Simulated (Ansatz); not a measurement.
**CH₆GaN: vertical ionisation energy**

Aim: the vertical ionisation energy of CH₆GaN, as cation minus neutral at the neutral's geometry, on several levels, and how well −ε(HOMO) stands in for it.

Computed with Ansatz 0.2.0, Gaussian basis. Level: unrestricted cation, the program's frozen cores in correlated methods.

Plan: UKS PBE-D4/def2-TZVPP; UKS r2SCAN-D4/def2-TZVPP; UKS PBE0-D4/def2-TZVPP; UKS B3LYP-D4/def2-TZVPP; UKS wB97X-V/def2-TZVPP; UKS wB97M-V/def2-TZVPP; UKS B2PLYP/def2-TZVPP; UHF-CCSD(T)/def2-TZVPP; UHF-MP2/def2-QZVPP; extrapolation to the limit; then −ε(HOMO) from the neutral's earlier runs with LDA (SPW92), PBE-D4, revPBE-D4, BLYP-D4, r2SCAN-D4, B97M-V, PBE0-D4, B3LYP-D4, r2SCANh-D4, r2SCAN0-D4, HSE06-D4, BHLYP-D4, CAM-B3LYP-D4, LC-ωPBE, ωB97X-V, ωB97M-V.

## Step 1: Structure used throughout

An earlier PBE0-D4 in a triple-zeta def2 set relaxation fixed the geometry.

SMILES `C[NH][GaH2]`, 9 atoms, charge 0, spin multiplicity 1.

Atoms are counted from 1 here; the program's logs count them from 0.

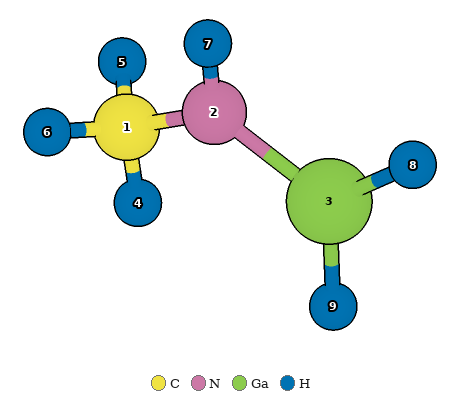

The geometry (carbon yellow, nitrogen pink, gallium green, hydrogen blue); atoms are numbered from 1 in the order of the file.

Coordinates:

```xyz
9
charge 0, multiplicity 1
C    -0.4227    0.9935   -0.6834
N     0.4513   -0.0997   -0.3318
Ga    0.2970   -1.2363    1.0744
H    -1.2390    1.0618    0.0395
H    -0.8759    0.8639   -1.6741
H     0.0957    1.9605   -0.6806
H     1.2247   -0.2083   -0.9690
H     1.3973   -2.3349    1.2106
H    -0.9283   -1.0006    2.0144
```

## Step 2: Cation, UKS PBE-D4/def2-TZVPP

in.yaml

```yaml
crystal:
  periodic: [false, false, false]
  atoms:
    - {symbol: C, position_ang: [-0.422704, 0.993534, -0.683432]}
    - {symbol: N, position_ang: [0.451283, -0.099717, -0.331798]}
    - {symbol: Ga, position_ang: [0.296967, -1.236250, 1.074449]}
    - {symbol: H, position_ang: [-1.239003, 1.061827, 0.039452]}
    - {symbol: H, position_ang: [-0.875928, 0.863893, -1.674148]}
    - {symbol: H, position_ang: [0.095732, 1.960495, -0.680580]}
    - {symbol: H, position_ang: [1.224653, -0.208336, -0.968957]}
    - {symbol: H, position_ang: [1.397334, -2.334898, 1.210557]}
    - {symbol: H, position_ang: [-0.928323, -1.000558, 2.014448]}
basis:
  gaussian: {orbitals: def2-TZVPP}
total_charge: 1
magnetization: {spin_polarized: true, initial_magnetization: 1}
hamiltonian: {xc: pbe, dispersion: d4}
```

The run is started by

```
$ ansatz run in.yaml --threads 4 --pin off --events-out ev --progress --plain --max-ram 10444MiB
```

The runs that follow: Cation, UKS r2SCAN-D4/def2-TZVPP; Cation, UKS PBE0-D4/def2-TZVPP; Cation, UKS B3LYP-D4/def2-TZVPP; Cation, UKS wB97X-V/def2-TZVPP; Cation, UKS wB97M-V/def2-TZVPP; Cation, UKS B2PLYP (frozen core)/def2-TZVPP; Cation, UHF-CCSD(T)/def2-TZVPP; Cation, UHF-MP2/def2-QZVPP.

Q: Predict the results of all the runs planned. Wanted: ionisation energy, CCSD(T)/CBS; nearest functional by difference; nearest −ε(HOMO); −ε(HOMO) of PBE; T1 of the cation.

As calculated:

| quantity | value |
| --- | --- |
| ionisation energy, CCSD(T)/CBS | 9.06 eV |
| nearest functional by difference | B3LYP-D4 (-0.13 eV) |
| nearest −ε(HOMO) | ωB97M-V (-0.02 eV) |
| −ε(HOMO) of PBE | 5.51 eV |
| T1 of the cation | 0.017 |

**Reading.** By cation minus neutral, the functionals miss by 0.31 eV at most. −ε(HOMO) of PBE misses by 3.5 eV, since self-interaction lifts the level. Among orbital estimates ωB97M-V comes nearest. Hartree-Fock falls 1.60 eV short, as the neutral has more correlation energy than the cation. Correlated methods include outer-core shells of Ga, which these sets cover unevenly. With outer-core shells in play the reference is unsure by up to some tenths of an eV, so close misses can't be ranked.
